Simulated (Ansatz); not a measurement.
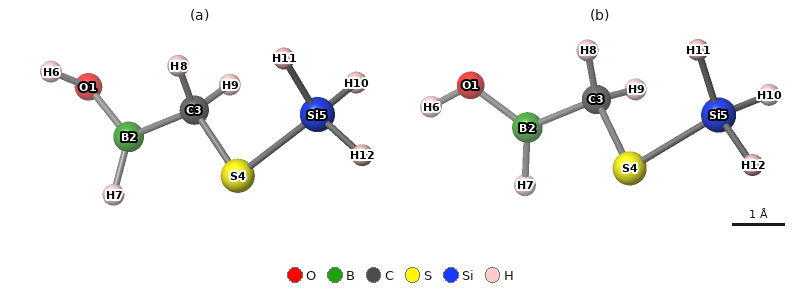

The structure of CH₇BOSSi (coarse preliminary run) before (left) and after (right) a relaxation, at one scale.

A ball-and-stick model, seen at a tilt.

The start comes from a force field.

The calculation used RKS PBE-D4/def2-SVP (Ansatz). (force threshold 0.03 eV/Å; at most 200 steps)

### Summarise the run.

The energy falls by 101.2 kJ/mol in 20 accepted moves (21 points after the start). The largest force component goes from 2.6 to 0.013 eV/Å. The line search rejected the trial step at point 13 of the run. The forces were under the threshold at step 18, but the run went on from there. O1 moves most after the best rigid fit: 0.85 Å. By element the largest moves are O 0.85 Å, H 0.81 Å, S 0.24 Å, C 0.24 Å, B 0.18 Å, Si 0.09 Å. Near-neighbour distances that change, for instance: O1–B2 1.461 → 1.359 Å, C3–S4 1.757 → 1.852 Å, B2–H7 1.152 → 1.223 Å, Si5–H12 1.432 → 1.503 Å. Among the angles between lasting bonds that change: B2–C3–S4 113.5° → 107.6°, B2–O1–H6 106.6° → 112.4°, S4–Si5–H12 111.4° → 106.2°. Groups turn about O1–B2 by about 85°, B2–C3 by about 50°. The run took 26 s on 4 threads of Intel Xeon Platinum 8488C, on a shared host.
